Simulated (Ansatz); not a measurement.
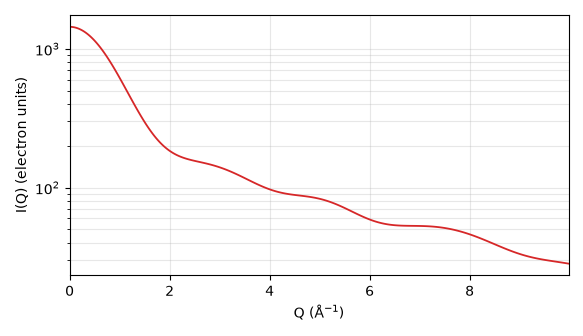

Elastic X-ray scattering of a randomly oriented, rigid molecule, calculated with the Debye equation from neutral-atom form factors (independent atoms, no Compton part, no vibration). The geometry is the end point of an optimisation (RKS PBE0-D4/def2-SVP (Ansatz 0.2.0)); it may be a saddle point or a higher isomer. It contains B, S, C, O, H.

> How many electrons does the independent-atom model of the molecule hold?

I(0) is the square of the electron number: I(0) = 1440, so about 38 electrons, the count of CH3BOS.

> What radius of gyration does the initial fall-off give?

From I(Q) ≈ I(0) exp(−Q²R²/3) at small Q, R ≈ 1.68 Å. It is larger than the electron-weighted radius of the nuclear positions alone (1.50 Å), because each atom's electron cloud adds to it.
